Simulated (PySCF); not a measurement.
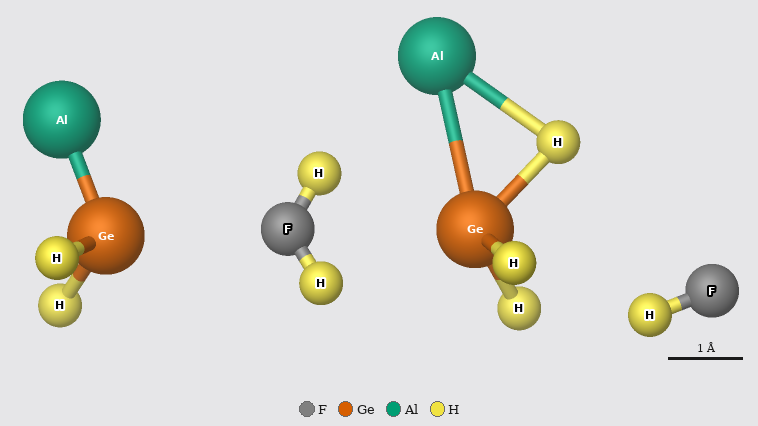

Two geometries of AlGeH$_{4}$F, drawn at one scale. One is the start of a relaxation, the other its converged end. A ball-and-stick model, seen at a tilt.

Theory: RKS PBE-D4/def2-SVP, density fitting (PySCF 2.14.0). 

**Which of the two is the end point?**

The right one is the relaxed one. It is one of the separated reactants of a reaction. Over 54 geometry steps the energy falls by 238.8 kcal/mol. The atom that moves furthest after the best rigid fit is an H atom (1.97 Å). Largest moves by element: H 1.97 Å, F 1.06 Å, Al 0.92 Å, Ge 0.16 Å. Near-neighbour distances that change, for instance: F–H 0.910 → 2.965 Å, Al–H 3.611 → 2.087 Å, Ge–H 3.057 → 1.676 Å, F–Ge 2.493 → 3.358 Å. New bonds form, among them: Ge–H (3.06 → 1.68 Å). Bonds break, among them: F–H (0.91 → 2.96 Å). Among the angles between lasting bonds that change: Al–Ge–H 104.4° → 127.0°, Al–Ge–H 104.5° → 122.9°, H–Ge–H 107.3° → 102.6°.

Limits of the set-up: the start holds two separate molecules, 2.5 Å apart at their closest, whose relative position is a soft coordinate.
